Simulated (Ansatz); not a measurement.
VCoC6N6, 56 atoms, a = 10.13 Å, b = 10.13 Å, c = 10.13 Å, α = 90.00°, β = 90.00°, γ = 90.00°.

Space group Fm-3m; a structure generated by program, which may or may not match a known phase; spin-polarised.

Theory: Ansatz, DFT PBE, scalar-relativistic, plane waves, PAW.

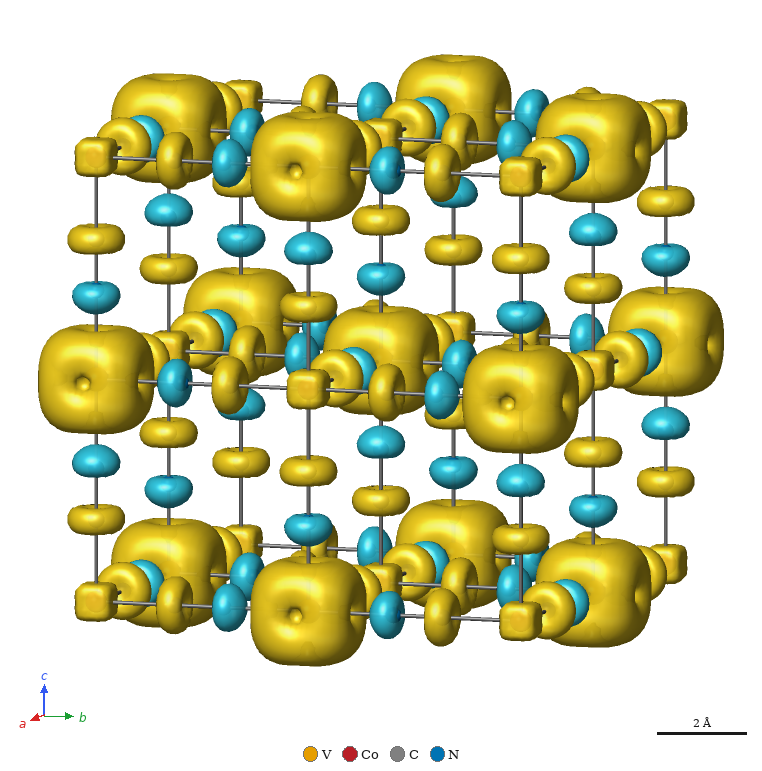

VCoC6N6. Isosurfaces of the spin density at +0.02 (yellow) and −0.02 e/Å³ (cyan), seen slightly off an axis. Sticks mark near contacts.

The density is the valence pseudo-density of a PAW calculation; it isn't the true density close to the nuclei.

> Where is the spin, and how is it ordered?

The spin density sits on V: +1.4 μB (×4) in one cell of 56 atoms: parallel main moments, as they must be, since the calculation's own cell holds one magnetic site. The cell of the calculation (14 atoms) carries 2.0 μB of net spin moment.
